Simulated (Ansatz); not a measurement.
```xyz
6

B     0.3352   -0.0612    0.0086
O     0.4783   -0.1210    1.3666
H    -0.3306   -0.3512    1.8489
H     1.3016    0.2174   -0.6306
O    -0.8230   -0.2940   -0.6792
H    -1.5855   -0.5182   -0.1243
```

Method: RKS B3LYP-D4/6-31G* in Ansatz 0.2.0.

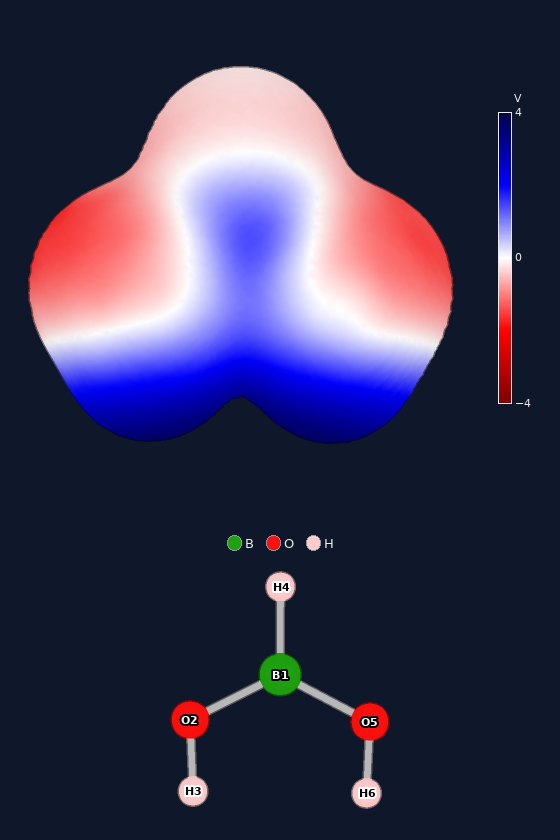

BH3O2. The molecular electrostatic potential painted on the density surface at 0.004 e/bohr³, seen at a tilt; red is negative and blue positive. The bare structure is drawn below in the same view.

Which sites attract a positive test charge, and which a negative one?

Answer. A positive charge is drawn to the negative regions and a negative charge to the positive ones. The most negative region (about −1.6 V) lies over O2, the most positive (about +3.7 V) over H3 and H6.
